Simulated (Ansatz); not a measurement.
# P2H3+ (singlet): one geometry, many settings

What do other methods and options give for P2H3+ (singlet) at this geometry, and how long do they take?

The runs use Ansatz 0.2.0, Gaussian basis; the settings change from run to run.

25 further runs of the same task are left out: 11 that didn't finish, 14 set aside as unsound or not needed.

**1. The geometry**

The geometry is a PBE0/def2-TZVP stationary point (not a proven minimum) of the parent state, kept for this charge and spin.

5 atoms, charge 1, spin multiplicity 1.

Atoms are counted from 1 here; the program's logs count them from 0.

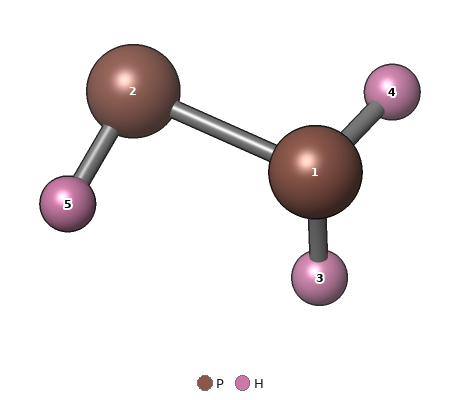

The structure; phosphorus brown, hydrogen pink; atoms are numbered from 1 in the order of the file.

**2. CASSCF(8,6)/cc-pVDZ**

File in.yaml:

```yaml
crystal:
  periodic: [false, false, false]
  atoms:
    - {symbol: P, position_ang: [0.093115, 0.049154, 1.058475]}
    - {symbol: P, position_ang: [-0.044225, -0.081602, -1.105068]}
    - {symbol: H, position_ang: [-1.047425, 0.851426, 1.327277]}
    - {symbol: H, position_ang: [-0.541730, -1.184578, 1.348326]}
    - {symbol: H, position_ang: [0.086751, 1.330267, -1.243818]}
basis:
  gaussian: {orbitals: cc-pVDZ}
total_charge: 1
correlation: {active_space: {window: {electrons: 8, orbitals: 6}}}
scf: {lower_state_search: off}
```

Launch:

```bash
$ ansatz run in.yaml --threads 1 --pin off --events-out ev --progress --plain --max-ram 2393MiB
```

What it wrote:

```text
Functional definition: HF
  name "HF"
  cite "Fock, Z. Phys. 61, 126 (1930) doi:10.1007/BF01340294"
  parent pbe
  exchange = exact_x
  correlation = 0
these checks for a lower state are left out or cut short: stability, starts, cluster_reference, orbital_swaps, neighbouring_geometries, increment
516 factors; integrals over basis functions are off by at most 1.2e-3 eV
mean field evaluation 1: about -18581.5482 eV, gradient 1.2e1 eV
mean field evaluation 2: about -18581.5535 eV, gradient 1.2e1 eV
mean field evaluation 4: about -18582.3275 eV, gradient 2.2e0 eV
mean field evaluation 8: about -18582.3716 eV, gradient 1.0e-1 eV
mean field -18582.37185212 eV, -682.8895699812 hartree, gradient 3.1e-6 eV, S^2 0.000000; 0 other end points of the search recorded, 0 dependent functions left out
reference -18582.37185212 eV, -682.8895699812 hartree; 16, 16 occupied and 35, 35 virtual orbitals, 516 factors
state -18583.64914850 eV, -682.9365097577 hartree
Total energy: -18583.64914850 eV, -682.9365097577 hartree
Checks for a lower state left out: stability, starts, cluster_reference, orbital_swaps, neighbouring_geometries, increment
```

It took 2.5 s on 1 thread of Intel Xeon at 2.50GHz, shared host.

From the report: 225 determinants; active occupations 2.00, 1.99, 1.96, 1.88, 0.13, 0.04.

**3. BCCD(T) on RHF/6-31G**

Edit in.yaml of step 2 so:

```diff
@@ -9,5 +9,5 @@
 basis:
-  gaussian: {orbitals: cc-pVDZ}
+  gaussian: {orbitals: 6-31G}
 total_charge: 1
-correlation: {active_space: {window: {electrons: 8, orbitals: 6}}}
-scf: {lower_state_search: off}
+magnetization: {spin_polarized: false}
+correlation: {method: bccd_t, electrons: outside_noble_gas}
```

Same command.

What it wrote (excerpt; [...] marks lines left out):

```text
Functional definition: HF
  name "HF"
  cite "Fock, Z. Phys. 61, 126 (1930) doi:10.1007/BF01340294"
  parent pbe
[...]
376 factors; integrals over basis functions are off by at most 2.5e-4 eV
[...]
mean field -18578.56066653 eV, -682.7495114941 hartree, gradient 2.1e-6 eV, S^2 0.000000; 1 other end points of the search recorded, 0 dependent functions left out; unrestricted orbitals would lower it
[...]
10 core orbitals not correlated: weight in the atoms' cores, before any rotation towards them, 1.000 or more for the frozen orbitals, at most 0.000 for the correlated occupied ones
reference -18578.56066653 eV, -682.7495114941 hartree; 6, 6 occupied and 16, 16 virtual orbitals, 376 factors
second order -3.14589694 eV of doubles, -0.00000000 eV of singles
cycle   1  -3.69243100 eV  change   -5.5e-1 eV  update   1.1e-1
[...]
cycle  13  -4.10017286 eV  change    8.5e-6 eV  update   5.8e-6
perturbative correction -0.15954237 eV, -0.0058630739 hartree
Total energy: -18582.82038175 eV, -682.9060531413 hartree
```

Wall time 2 s (1 thread of Intel Xeon at 2.50GHz, shared host).

From the report: correlation -4.2597 eV; largest double amplitude 0.17.

**4. CISDT/STO-3G**

Edit in.yaml of step 3 so:

```diff
@@ -9,5 +9,5 @@
 basis:
-  gaussian: {orbitals: 6-31G}
+  gaussian: {orbitals: STO-3G}
 total_charge: 1
-magnetization: {spin_polarized: false}
-correlation: {method: bccd_t, electrons: outside_noble_gas}
+correlation: {active_space: {ras: {orbitals: [6, 0, 5], electrons: 12, max_holes: 3, max_particles: 3}, fixed_orbitals: true}}
+accuracy: high
```

The command is unchanged.

What it wrote:

```text
Functional definition: HF
  name "HF"
  cite "Fock, Z. Phys. 61, 126 (1930) doi:10.1007/BF01340294"
  parent pbe
  exchange = exact_x
  correlation = 0
368 factors; integrals over basis functions are off by at most 2.9e-9 eV
mean field evaluation 1: about -18375.9308 eV, gradient 9.2e0 eV
mean field evaluation 2: about -18375.9541 eV, gradient 9.2e0 eV
mean field evaluation 4: about -18376.4076 eV, gradient 1.2e0 eV
mean field evaluation 8: about -18376.4340 eV, gradient 1.0e-2 eV
mean field evaluation 16: about -18376.4272 eV, gradient 6.1e-1 eV
mean field -18376.43401989 eV, -675.3214942368 hartree, gradient 5.6e-8 eV, S^2 0.000000; 1 other end points of the search recorded, 0 dependent functions left out
reference -18376.43401989 eV, -675.3214942368 hartree; 16, 16 occupied and 5, 5 virtual orbitals, 368 factors
state -18379.61937311 eV, -675.4385538082 hartree
Total energy: -18379.61937311 eV, -675.4385538082 hartree
```

Run time: 1.2 s. Hardware: 1 thread of Intel Xeon at 2.50GHz, shared host.

From the report: 10,661 determinants.

**5. CCSD on RHF/cc-pVDZ**

Edit in.yaml of step 4 so:

```diff
@@ -9,5 +9,6 @@
 basis:
-  gaussian: {orbitals: STO-3G}
+  gaussian: {orbitals: cc-pVDZ}
 total_charge: 1
-correlation: {active_space: {ras: {orbitals: [6, 0, 5], electrons: 12, max_holes: 3, max_particles: 3}, fixed_orbitals: true}}
-accuracy: high
+magnetization: {spin_polarized: false}
+correlation: {method: ccsd, electrons: outside_noble_gas}
+scf: {lower_state_search: off}
```

Launched as before.

What it wrote (excerpt; [...] marks lines left out):

```text
Functional definition: HF
  name "HF"
  cite "Fock, Z. Phys. 61, 126 (1930) doi:10.1007/BF01340294"
  parent pbe
[...]
516 factors; integrals over basis functions are off by at most 1.2e-3 eV
[...]
mean field -18582.37185212 eV, -682.8895699812 hartree, gradient 3.1e-6 eV, S^2 0.000000; 0 other end points of the search recorded, 0 dependent functions left out
10 core orbitals not correlated: weight in the atoms' cores, before any rotation towards them, 1.000 or more for the frozen orbitals, at most 0.000 for the correlated occupied ones
reference -18582.37185212 eV, -682.8895699812 hartree; 6, 6 occupied and 35, 35 virtual orbitals, 516 factors
second order -6.13439720 eV of doubles, -0.00000000 eV of singles
cycle   1  -6.90675179 eV  change   -7.7e-1 eV  update   1.1e-1
[...]
cycle  13  -7.35833352 eV  change    3.2e-6 eV  update   7.7e-6
Total energy: -18589.73018564 eV, -683.1599837505 hartree
Checks for a lower state left out: stability, starts, cluster_reference, orbital_swaps, neighbouring_geometries, increment
```

Wall time 1.7 s (1 thread of Intel Xeon at 2.50GHz, shared host).

From the report: correlation -7.3583 eV; T1 0.039; largest double amplitude 0.13.

**6. CCSD(T) on RHF/cc-pVDZ**

Edit in.yaml of step 5 so:

```diff
@@ -12,3 +12,3 @@
 magnetization: {spin_polarized: false}
-correlation: {method: ccsd, electrons: outside_noble_gas}
-scf: {lower_state_search: off}
+correlation: {method: ccsd_t, electrons: outside_noble_gas}
+accuracy: high
```

Same command.

What it wrote (excerpt; [...] marks lines left out):

```text
Functional definition: HF
  name "HF"
  cite "Fock, Z. Phys. 61, 126 (1930) doi:10.1007/BF01340294"
  parent pbe
[...]
1147 factors; integrals over basis functions are off by at most 3.5e-9 eV
[...]
mean field -18582.37191002 eV, -682.8895721093 hartree, gradient 9.1e-8 eV, S^2 0.000000; 1 other end points of the search recorded, 0 dependent functions left out; unrestricted orbitals would lower it
10 core orbitals not correlated: weight in the atoms' cores, before any rotation towards them, 1.000 or more for the frozen orbitals, at most 0.000 for the correlated occupied ones
reference -18582.37191002 eV, -682.8895721093 hartree; 6, 6 occupied and 35, 35 virtual orbitals, 1147 factors
second order -6.13444802 eV of doubles, -0.00000000 eV of singles
cycle   1  -6.90675873 eV  change   -7.7e-1 eV  update   1.1e-1
[...]
cycle  30  -7.35832969 eV  change  -7.6e-10 eV  update  6.4e-10
perturbative correction -0.31529974 eV, -0.0115870516 hartree
Total energy: -18590.04553945 eV, -683.1715727892 hartree
```

Run time: 7 s. Hardware: 1 thread of Intel Xeon at 2.50GHz, shared host.

From the report: correlation -7.6736 eV; T1 0.039; largest double amplitude 0.13.

**7. The runs in one table**

Where basis and cores are those of an earlier RCCSDT(Q)/cc-pVDZ run (-18590.1220 eV), and the state is the same kind, the miss against it is given.

```
                 level         correlated  functions  energy (eV)  from RCCSDT(Q) (meV)   time
   CASSCF(8,6)/cc-pVDZ                            51  -18583.6491                6472.9  2.5 s
  BCCD(T) on RHF/6-31G  outside noble gas         32  -18582.8204                          2 s
          CISDT/STO-3G            valence         21  -18379.6194                        1.2 s
   CCSD on RHF/cc-pVDZ  outside noble gas         51  -18589.7302                 391.8  1.7 s
CCSD(T) on RHF/cc-pVDZ  outside noble gas         51  -18590.0455                  76.5    7 s
```

**8. Outcome**

| quantity | value |
| --- | --- |
| runs | 5 |
| quickest | CISDT/STO-3G, 1.2 s |
| slowest | CCSD(T) on RHF/cc-pVDZ, 7 s |

What this shows: Total energies in different bases, with other cores or another treatment of relativity can't be set against each other. CCSD(T) on RHF/cc-pVDZ took 6 times as long as CISDT/STO-3G; the jobs differ in more than the method. Among the correlated runs with a miss given, it spans +76 to +392 meV. Hartree-Fock, CASSCF and CASCI lack dynamic correlation by design.
